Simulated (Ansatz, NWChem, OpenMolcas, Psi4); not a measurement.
## Appearance energy of a fragment ion: HNO3 → NO+ + HO2 + e⁻

Gas-phase species: HNO3 (peroxynitrous acid) `O=NOO`, singlet; NO+ (nitrosonium), singlet; HO2 (hydroperoxy) `[O]O`, doublet. 

Shapes, held fixed at every level: PBE0-D4/def2-TZVP; NO+ at the measured bond length. Flexible molecules stand in one conformer, not always the lowest. Programs: Ansatz 0.2.0, NWChem 7.3.0, OpenMolcas 26.06, Psi4 1.11. A level may come from different programs for different species; with the same settings they agree closely. Electronic energies: no zero-point or thermal term.

```json
{"level": "HF/STO-3G", "kind": "Hartree–Fock", "ΔE (eV)": "+8.76"}
{"level": "HF/3-21G", "kind": "Hartree–Fock", "ΔE (eV)": "+9.07"}
{"level": "HF/def2-SVP", "kind": "Hartree–Fock", "ΔE (eV)": "+8.46"}
{"level": "PBE0/def2-SVP", "kind": "global hybrid", "ΔE (eV)": "+10.91"}
{"level": "B3LYP/6-31G* (Cartesian functions)", "kind": "global hybrid", "ΔE (eV)": "+10.93"}
```

B3LYP/6-31G* (Cartesian functions) gives ΔE = +10.93 eV; the levels span +8.46 to +10.93. The median of the levels is +9.07. No measured value is set beside it here. Open shells run unrestricted. The onset seen in experiment also holds zero-point changes and kinetic shifts. Rows in sets without polarisation functions are far from converged.

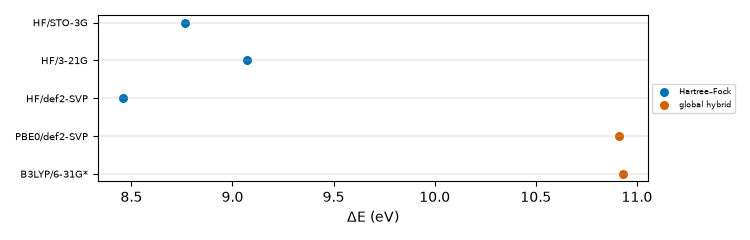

The values of the table, level by level.
